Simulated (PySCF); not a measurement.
**One shape, several levels: C2H5F (SMILES CCF)**

Aim: a comparison of 5 runs (B3LYP/aug-cc-pVDZ, M06-L/aug-cc-pVDZ, PBE0/aug-cc-pVDZ, SVWN5/aug-cc-pVDZ, CCSD(T)/aug-cc-pVDZ) of C2H5F. Input form: a Python script.

Program for the calculation: PySCF 2.14.0.

1 further run of the same task is left out (set aside as unsound or not needed). Runs told in other sessions of the task aren't counted.

**1. The structure to begin with**

C2H5F: 8 atoms, total charge 0, spin state singlet. SMILES: `CCF`. The C1–H5 distance was set to 1.637 Å, away from the relaxed value. At this shape a bond of the SMILES string is far longer than usual.

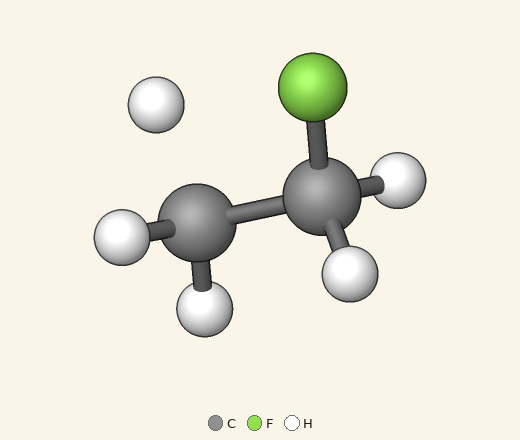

Viewed from a chosen angle; carbon grey, fluorine green, hydrogen white.

**2. The energy at B3LYP/aug-cc-pVDZ (run 1)**

File input.py:

```python
from pyscf import gto, dft

molecule = gto.M(
    atom='''
C     -0.656833     0.351117     0.183265
C      0.153267    -0.814883     0.678365
F      1.438167    -0.402183     0.994365
H     -1.669033     0.021617    -0.064735
H      0.018600     0.998500    -1.160400
H     -0.725433     1.127217     0.947665
H      0.238867    -1.597283    -0.081935
H     -0.281433    -1.251783     1.582665
''',
    max_memory=1860,
    verbose=3,
    charge=0,
    basis='aug-cc-pvdz',
)

mf = dft.RKS(molecule, xc='b3lyp')
mf.grids.level = 5
mf.conv_tol = 1e-10
mf.kernel()
if not mf.converged:
    mf = mf.newton().run(mf.mo_coeff, mf.mo_occ)

energy = mf.e_tot
print('E = %.10f Eh' % energy)
```

On the command line:

```console
$ OMP_NUM_THREADS=1 python input.py
```

Standard output:

```text
converged SCF energy = -179.013145795252
E = -179.0131457953 Eh
```

Wall time 20 s (1 thread of Arm Neoverse V2, shared host); peak memory 0.6 GiB.

**3. The energy at M06-L/aug-cc-pVDZ (run 2)**

File input.py:

```python
from pyscf import gto, dft

mol = gto.M(
    atom=[
    ('C', (-0.656833, 0.351117, 0.183265)),
    ('C', (0.153267, -0.814883, 0.678365)),
    ('F', (1.438167, -0.402183, 0.994365)),
    ('H', (-1.669033, 0.021617, -0.064735)),
    ('H', (0.018600, 0.998500, -1.160400)),
    ('H', (-0.725433, 1.127217, 0.947665)),
    ('H', (0.238867, -1.597283, -0.081935)),
    ('H', (-0.281433, -1.251783, 1.582665)),
],
    verbose=3,
    basis='aug-cc-pvdz',
    max_memory=1860,
    charge=0,
    spin=0,
)

myscf = dft.RKS(mol, xc='m06-l')
myscf.grids.level = 5
myscf.conv_tol = 1e-10
myscf.kernel()
if not myscf.converged:
    myscf = myscf.newton().run(myscf.mo_coeff, myscf.mo_occ)

etot = myscf.e_tot
print(f'total energy: {etot:.8f} hartree')
```

On the command line:

```console
$ OMP_NUM_THREADS=1 python input.py
```

Standard output:

```text
converged SCF energy = -178.978941434551
total energy: -178.97894143 hartree
```

Run time: 46 s. Hardware: 1 thread of Arm Neoverse V2, shared host; peak memory 0.66 GiB.

**4. The energy at PBE0/aug-cc-pVDZ (run 3)**

File input.py:

```python
from pyscf import gto, dft

mol = gto.M(
    atom='''
C       -0.656833       0.351117       0.183265
C        0.153267      -0.814883       0.678365
F        1.438167      -0.402183       0.994365
H       -1.669033       0.021617      -0.064735
H        0.018600       0.998500      -1.160400
H       -0.725433       1.127217       0.947665
H        0.238867      -1.597283      -0.081935
H       -0.281433      -1.251783       1.582665
''',
    basis='aug-cc-pvdz',
    spin=0,
    charge=0,
    verbose=3,
    max_memory=1860,
)

mf = dft.RKS(mol, xc='pbe0')
mf.conv_tol = 1e-10
mf.grids.level = 5
mf.kernel()
if not mf.converged:
    mf = mf.newton().run(mf.mo_coeff, mf.mo_occ)

e_tot = mf.e_tot
print(f'total energy: {e_tot:.8f} hartree')
```

On the command line:

```console
$ OMP_NUM_THREADS=1 python input.py
```

Standard output:

```text
converged SCF energy = -178.812616226154
total energy: -178.81261623 hartree
```

Run time: 20 s. Hardware: 1 thread of Arm Neoverse V2, shared host; peak memory 0.6 GiB.

Run 4 isn't shown in full; the table further down has it.

**5. The energy at CCSD(T)/aug-cc-pVDZ (run 5)**

File job.py:

```python
from pyscf import gto, scf, cc

molecule = gto.M(
    atom='''
C   -0.656833   0.351117   0.183265
C    0.153267  -0.814883   0.678365
F    1.438167  -0.402183   0.994365
H   -1.669033   0.021617  -0.064735
H    0.018600   0.998500  -1.160400
H   -0.725433   1.127217   0.947665
H    0.238867  -1.597283  -0.081935
H   -0.281433  -1.251783   1.582665
''',
    verbose=4,
    spin=0,
    max_memory=1860,
    basis='aug-cc-pvdz',
)

calc0 = scf.RHF(molecule)
calc0.conv_tol = 1e-10
calc0.kernel()
if not calc0.converged:
    calc0 = calc0.newton().run(calc0.mo_coeff, calc0.mo_occ)

mycc = cc.CCSD(calc0, frozen=3)
mycc.kernel()
e_t = mycc.ccsd_t()
e_tot = mycc.e_tot + e_t
print('E(%s) = %.9f' % ('CCSD(T)', e_tot))
```

On the command line:

```console
$ OMP_NUM_THREADS=1 python job.py
```

Standard output:

```text
PySCF version 2.14.0

[... 62 lines left out ...]
converged SCF energy = -178.020651814222
[... 12 lines left out ...]
Init t2, MP2 energy = -178.533518244662  E_corr(MP2) -0.512866430440328
[... 11 lines left out ...]
CCSD converged
[... 2 lines left out ...]
E(CCSD(T)) = -178.587394594
```

Wall time 77 s (1 thread of Arm Neoverse V2, shared host); peak memory 1.4 GiB.

**6. The series**

| run | level | integration grid | frozen core orbitals | energy (Eh) | dipole moment (D) of the reference | HOMO energy (eV) | LUMO energy (eV) | wall time |
| --- | --- | --- | --- | --- | --- | --- | --- | --- |
| 1 | B3LYP/aug-cc-pVDZ | 5 | – | -179.013146 | 2.09 | -8.59 | -0.96 | 20 s |
| 2 | M06-L/aug-cc-pVDZ | 5 | – | -178.978941 | 1.97 | -7.66 | -1.07 | 46 s |
| 3 | PBE0/aug-cc-pVDZ | 5 | – | -178.812616 | 2.05 | -8.76 | -0.66 | 20 s |
| 4 | SVWN5/aug-cc-pVDZ | 5 | – | -177.611010 | 1.96 | -7.48 | -1.59 | 13 s |
| 5 | CCSD(T)/aug-cc-pVDZ | – | 3 | -178.587395 | 2.36 | -11.66 | 0.91 | 77 s |

**7. What came out**

| quantity | value |
| --- | --- |
| run 5: total energy | -178.58739 Eh |
| run 5: dipole moment (Hartree–Fock density) | 2.36 D |
| run 5: HOMO energy (Hartree–Fock orbitals) | -11.66 eV |
| run 5: LUMO energy (Hartree–Fock orbitals) | 0.91 eV |
| run 5: HOMO–LUMO gap (Hartree–Fock orbitals) | 12.57 eV |
| run 5: correlation energy (3 core orbitals frozen) | -566.7 mEh |
| run 5: (T) correction | -16.39 mEh |
| run 5: T1 diagnostic | 0.013 |

Over runs 1, 2, 3, 4 the dipole moment (its size) runs from 1.96 D (SVWN5/aug-cc-pVDZ) to 2.09 D (B3LYP/aug-cc-pVDZ). Over runs 1, 2, 3, 4 the HOMO–LUMO gap runs from 5.89 eV (SVWN5/aug-cc-pVDZ) to 8.10 eV (PBE0/aug-cc-pVDZ). Totals of different functionals can't be ranked against each other. In all runs a closed-shell determinant meets a far-stretched bond; if it breaks into open shells, such a determinant describes it badly, and no broken-symmetry solution was shown. All runs together took 2.9 min, the longest 77 s.
